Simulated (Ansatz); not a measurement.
# Al₂H (doublet): correlated methods under varied settings at angle Al2–Al1–H3 = 156.5°

What do other methods and options give for Al₂H (doublet) at this geometry, and how long do they take?

Computed with Ansatz 0.2.0, Gaussian basis. Level: the settings change from run to run.

24 further runs of the same task are left out: 8 for a known fault of the program, 1 for a mislabelled method, 12 that didn't finish, 3 set aside as unsound or not needed.

### Step 1. The geometry

The geometry derives from a PBE0/def2-TZVP stationary point (not a proven minimum). One angle is set to the value named; bond lengths are kept.

3 atoms, charge 0, spin multiplicity 2.

Atoms are counted from 1 here; the program's logs count them from 0.

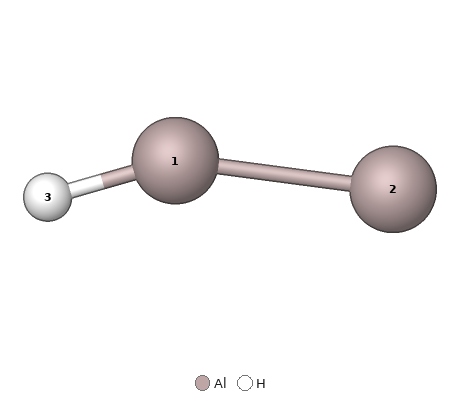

The geometry (aluminium light grey, hydrogen white); atoms are numbered from 1 in the order of the file.

### Step 2. MP2 on UHF/cc-pVDZ

Contents of in.yaml:

```yaml
crystal:
  periodic: [false, false, false]
  atoms:
    - {symbol: Al, position_ang: [-0.291626, 0.000000, 0.345181]}
    - {symbol: Al, position_ang: [0.253510, 0.000000, -2.275663]}
    - {symbol: H, position_ang: [0.038116, 0.000000, 1.930481]}
basis:
  gaussian: {orbitals: cc-pVDZ, fitting: {mean_field: def2-universal-jkfit}}
magnetization: {spin_polarized: true, initial_magnetization: 1}
correlation: {method: mp2, electrons: all}
```

Launch:

```bash
> ansatz run in.yaml --threads 1 --pin off --events-out ev --progress --plain --max-ram 2502MiB
```

The program printed:

```text
Functional definition: HF
  name "HF"
  cite "Fock, Z. Phys. 61, 126 (1930) doi:10.1007/BF01340294"
  parent pbe
  exchange = exact_x
  correlation = 0
274 factors; integrals over basis functions are off by at most 4.0e-1 eV
mean field evaluation 1: about -13179.0146 eV, gradient 5.5e0 eV
mean field evaluation 2: about -13179.5549 eV, gradient 2.0e0 eV
mean field evaluation 4: about -13179.6452 eV, gradient 2.7e-1 eV
mean field evaluation 8: about -13179.6606 eV, gradient 1.4e-1 eV
mean field evaluation 16: about -13179.7565 eV, gradient 8.2e-1 eV
mean field evaluation 32: about -13179.6933 eV, gradient 9.0e-1 eV
mean field evaluation 64: about -13179.8032 eV, gradient 1.1e-1 eV
mean field evaluation 96: about -13179.6796 eV, gradient 2.3e-1 eV
mean field -13179.80707132 eV, -484.3489762769 hartree, gradient 2.7e-6 eV, S^2 1.104365; 17 other end points of the search recorded, 0 dependent functions left out
reference -13179.80707132 eV, -484.3489762769 hartree; 14, 13 occupied and 27, 28 virtual orbitals, 274 factors
second order -2.57435493 eV of doubles, -0.00000000 eV of singles
Total energy: -13182.38142625 eV, -484.4435820755 hartree
```

Run time: 4.2 s. Hardware: 1 thread of Intel Xeon Platinum 8259CL at 2.50GHz, shared host.

From the report: ⟨S²⟩ of the determinant 1.104 (pure doublet: 0.75).

### Step 3. CCSD/def2-SVPD

Contents of in.yaml:

```yaml
crystal:
  periodic: [false, false, false]
  atoms:
    - {symbol: Al, position_ang: [-0.291626, 0.000000, 0.345181]}
    - {symbol: Al, position_ang: [0.253510, 0.000000, -2.275663]}
    - {symbol: H, position_ang: [0.038116, 0.000000, 1.930481]}
basis:
  gaussian: {orbitals: def2-SVPD, point_charges: [{charge: -1.00, position_ang: [5.061, -0.102, -0.515]}]}
magnetization: {spin_polarized: true, initial_magnetization: 1}
hamiltonian: {xc: {name: PBE}}
correlation: {method: ccsd, electrons: valence}
scf: {lower_state_search: off}
```

Launched as before.

The program printed (excerpt; [...] marks lines left out):

```text
Functional definition: PBE
  name "PBE"
  cite "Perdew, Burke & Ernzerhof, Phys. Rev. Lett. 77, 3865 (1996) doi:10.1103/PhysRevLett.77.3865"
  parent pbe
[...]
503 factors; integrals over basis functions are off by at most 1.0e-3 eV
[...]
mean field -13196.14032332 eV, -484.9492122170 hartree, gradient 3.4e-6 eV, S^2 0.757744; 0 other end points of the search recorded, 0 dependent functions left out
10 core orbitals not correlated: weight in the atoms' cores, before any rotation towards them, 1.000 or more for the frozen orbitals, at most 0.000 for the correlated occupied ones
reference -13175.05092657 eV, -484.1741911813 hartree; 4, 3 occupied and 42, 43 virtual orbitals, 503 factors
second order -2.89529967 eV of doubles, -0.19751920 eV of singles
cycle   1  -3.57659279 eV  change   -4.9e-1 eV  update   7.8e-2
[...]
cycle  22  -3.83002356 eV  change    6.8e-8 eV  update   7.2e-6
Total energy: -13178.88095013 eV, -484.3149419509 hartree
Checks for a lower state left out: stability, starts, cluster_reference, orbital_swaps, neighbouring_geometries, increment
```

Run time: 3.1 s. Hardware: 1 thread of Intel Xeon Platinum 8259CL at 2.50GHz, shared host.

From the report: ⟨S²⟩ of the determinant 0.758 (pure doublet: 0.75); correlation -3.8300 eV; T1 0.026; largest double amplitude 0.08. The orbitals are Kohn-Sham ones, so correlation energy and T1 don't compare with those on Hartree-Fock orbitals.

### Step 4. MP2 on UHF/STO-3G

Contents of in.yaml:

```yaml
crystal:
  periodic: [false, false, false]
  atoms:
    - {symbol: Al, position_ang: [-0.291626, 0.000000, 0.345181]}
    - {symbol: Al, position_ang: [0.253510, 0.000000, -2.275663]}
    - {symbol: H, position_ang: [0.038116, 0.000000, 1.930481]}
basis:
  gaussian: {orbitals: STO-3G}
magnetization: {spin_polarized: true, initial_magnetization: 1}
correlation: {method: mp2, electrons: outside_noble_gas}
```

Launched as before.

The program printed (excerpt; [...] marks lines left out):

```text
Functional definition: HF
  name "HF"
  cite "Fock, Z. Phys. 61, 126 (1930) doi:10.1007/BF01340294"
  parent pbe
[...]
195 factors; integrals over basis functions are off by at most 1.5e-4 eV
[...]
mean field -13017.50324024 eV, -478.3844204981 hartree, gradient 2.7e-6 eV, S^2 0.845268; 9 other end points of the search recorded, 0 dependent functions left out
10 core orbitals not correlated: weight in the atoms' cores, before any rotation towards them, 0.999 or more for the frozen orbitals, at most 0.000 for the correlated occupied ones
reference -13017.50324024 eV, -478.3844204981 hartree; 4, 3 occupied and 5, 6 virtual orbitals, 195 factors
second order -1.19475860 eV of doubles, -0.00000000 eV of singles
Total energy: -13018.69799883 eV, -478.4283270667 hartree
```

Wall time 0.54 s (1 thread of Intel Xeon Platinum 8259CL at 2.50GHz, shared host).

From the report: ⟨S²⟩ of the determinant 0.845 (pure doublet: 0.75).

### Step 5. BCCD on ROHF/6-31G*

Contents of in.yaml:

```yaml
crystal:
  periodic: [false, false, false]
  atoms:
    - {symbol: Al, position_ang: [-0.291626, 0.000000, 0.345181]}
    - {symbol: Al, position_ang: [0.253510, 0.000000, -2.275663]}
    - {symbol: H, position_ang: [0.038116, 0.000000, 1.930481]}
basis:
  gaussian: {orbitals: "6-31G*"}
magnetization: {spin_polarized: false, initial_magnetization: 1}
correlation: {method: bccd, electrons: valence, diis_vectors: 2}
output: {forces: true}
```

The command is unchanged.

The program printed (excerpt; [...] marks lines left out):

```text
Functional definition: HF
  name "HF"
  cite "Fock, Z. Phys. 61, 126 (1930) doi:10.1007/BF01340294"
  parent pbe
[...]
362 factors; integrals over basis functions are off by at most 9.3e-4 eV
[...]
mean field -13178.74959787 eV, -484.3101148445 hartree, gradient 2.0e-6 eV, S^2 0.750000; 13 other end points of the search recorded, 0 dependent functions left out
[...]
determinant -13178.74959787 eV, -484.3101148445 hartree, with singles and doubles -13181.92545389 eV, -484.4268254006 hartree
determinant -13178.70252659 eV, -484.3083850069 hartree, with singles and doubles -13181.90175496 eV, -484.4259544808 hartree
determinant -13176.88553677 eV, -484.2416118624 hartree, with singles and doubles -13180.28211271 eV, -484.3664337261 hartree
determinant -13176.68893769 eV, -484.2343869796 hartree, with singles and doubles -13180.14294552 eV, -484.3613194262 hartree
[...]
determinant -13178.70252659 eV, -484.3083850069 hartree, with singles and doubles -13181.90122536 eV, -484.4259350185 hartree
10 core orbitals not correlated: weight in the atoms' cores, before any rotation towards them, 1.000 or more for the frozen orbitals, at most 0.000 for the correlated occupied ones
reference -13178.74959787 eV, -484.3101148445 hartree; 4, 3 occupied and 26, 27 virtual orbitals, 362 factors
second order -2.29435230 eV of doubles, -0.03483675 eV of singles
cycle   1  -3.17952601 eV  change   -3.3e-3 eV  update   8.1e-3
[...]
cycle   3  -3.17363267 eV  change   -9.7e-9 eV  update   2.3e-8
[...]
Total energy: -13181.92323054 eV, -484.4267436940 hartree
Atom 0 at    -0.291626     0.000000     0.345181 Å, force    -0.079801    -0.000000    -0.100530 eV/Å
Atom 1 at     0.253510     0.000000    -2.275663 Å, force     0.022004     0.000000     0.003758 eV/Å
Atom 2 at     0.038116     0.000000     1.930481 Å, force     0.057798     0.000000     0.096771 eV/Å
Dipole moment:     0.051972     0.000000    -0.011881 e Å
```

Run time: 11 s. Hardware: 1 thread of Intel Xeon Platinum 8259CL at 2.50GHz, shared host.

From the report: correlation -3.1736 eV; largest double amplitude 0.07.

### Step 6. CASSCF(3,5)/def2-SVP

in.yaml, as its differences from that of step 5:

```diff
@@ -7,5 +7,5 @@
 basis:
-  gaussian: {orbitals: "6-31G*"}
+  gaussian: {orbitals: def2-SVP}
 magnetization: {spin_polarized: false, initial_magnetization: 1}
-correlation: {method: bccd, electrons: valence, diis_vectors: 2}
+correlation: {active_space: {window: {electrons: 3, orbitals: 5}, states: [{multiplicity: 2, weights: [1, 0.5, 0.5, 1]}], root: 3}}
 output: {forces: true}
```

Same command.

The program printed (excerpt; [...] marks lines left out):

```text
Functional definition: HF
  name "HF"
  cite "Fock, Z. Phys. 61, 126 (1930) doi:10.1007/BF01340294"
  parent pbe
[...]
620 factors; integrals over basis functions are off by at most 2.0e-7 eV
[...]
mean field -13175.14787997 eV, -484.1777541527 hartree, gradient 7.8e-8 eV, S^2 0.750000; 8 other end points of the search recorded, 0 dependent functions left out
reference -13175.14787997 eV, -484.1777541527 hartree; 14, 13 occupied and 27, 28 virtual orbitals, 620 factors
state -13175.65338992 eV, -484.1963313011 hartree
state -13175.54749316 eV, -484.1924396670 hartree
state -13174.08878597 eV, -484.1388331662 hartree
state -13174.00291900 eV, -484.1356776132 hartree
[...]
Total energy: -13174.00291900 eV, -484.1356776132 hartree
Atom 0 at    -0.291626     0.000000     0.345181 Å, force    -0.143961    -0.000000     0.001004 eV/Å
Atom 1 at     0.253510     0.000000    -2.275663 Å, force     0.026210     0.000000     0.549267 eV/Å
Atom 2 at     0.038116     0.000000     1.930481 Å, force     0.117751     0.000000    -0.550271 eV/Å
Dipole moment:     0.045895     0.000000    -0.210708 e Å
```

Wall time 5.5 s (1 thread of Intel Xeon Platinum 8259CL at 2.50GHz, shared host).

From the report: 50 determinants; active occupations (of the averaged states) 1.56, 0.74, 0.41, 0.14, 0.14.

### Step 7. All runs side by side

```
                                                  level         correlated  functions  energy (eV)    time
                                     MP2 on UHF/cc-pVDZ                all         41  -13182.3814   4.2 s
CCSD/def2-SVPD (beside a point charge, on PBE orbitals)            valence         56  -13178.8810   3.1 s
                                      MP2 on UHF/STO-3G  outside noble gas         19  -13018.6980  0.54 s
                                    BCCD on ROHF/6-31G*            valence         40  -13181.9232    11 s
    CASSCF(3,5)/def2-SVP (excited root 3 of an average)                            41  -13174.0029   5.5 s
```

### Step 8. Summary of results

| quantity | value |
| --- | --- |
| runs | 5 |
| quickest | MP2 on UHF/STO-3G, 0.54 s |
| slowest | BCCD on ROHF/6-31G*, 11 s |

Total energies in different bases, with other cores or another treatment of relativity can't be set against each other. BCCD on ROHF/6-31G* took 20 times as long as MP2 on UHF/STO-3G; the jobs differ in more than the method.
